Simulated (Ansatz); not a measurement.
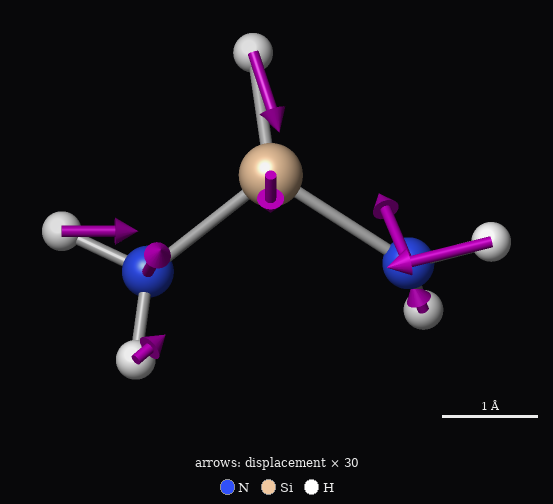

This is a relaxation of SiN₂H₅ (multiplicity 2). The starting structure is drawn; purple arrows show the displacements, magnified 30 times. The two geometries are superimposed by the best rigid fit.

The picture is a ball-and-stick view, seen face on.

The start comes from PBE-D4/def2-SVP.

Method: Ansatz 0.2.0, UKS PBE0-D4/def2-TZVP.

The input:
```yaml
crystal:
  periodic: [false, false, false]
  atoms:
    - {symbol: N, position_ang: [-1.031687, 0.612422, -0.801479]}
    - {symbol: Si, position_ang: [0.542268, 0.593889, -0.058744]}
    - {symbol: N, position_ang: [0.773300, -1.067082, 0.447724]}
    - {symbol: H, position_ang: [-1.828057, 0.137974, -0.364787]}
    - {symbol: H, position_ang: [-1.323504, 1.376180, -1.411550]}
    - {symbol: H, position_ang: [0.731044, 1.370438, 1.245608]}
    - {symbol: H, position_ang: [0.738777, -1.805775, -0.260448]}
    - {symbol: H, position_ang: [1.489858, -1.275246, 1.147976]}
basis:
  gaussian: {orbitals: def2-TZVP}
magnetization: {spin_polarized: true, initial_magnetization: 1}
hamiltonian: {xc: pbe0, dispersion: d4}
relax: {f_tol: 0.005, max_steps: 150}
```

Q: Describe the change and its energy.

A: After 5 accepted moves (7 points after the start) the energy has fallen by 0.049 eV. The largest force component goes from 0.55 to 0.0048 eV/Å. The line search rejected the trial steps at points 3, 5 of the run. The atom that moves furthest after the best rigid fit is H5 (0.038 Å). Largest moves by element: H 0.038 Å, N 0.035 Å, Si 0.022 Å. Some distances before and after: Si2–N3 1.752 → 1.720 Å, N1–Si2 1.740 → 1.713 Å, Si2–H6 1.530 → 1.504 Å, N1–H4 1.025 → 1.008 Å. The run took of the order of 29 core-seconds on a shared host.
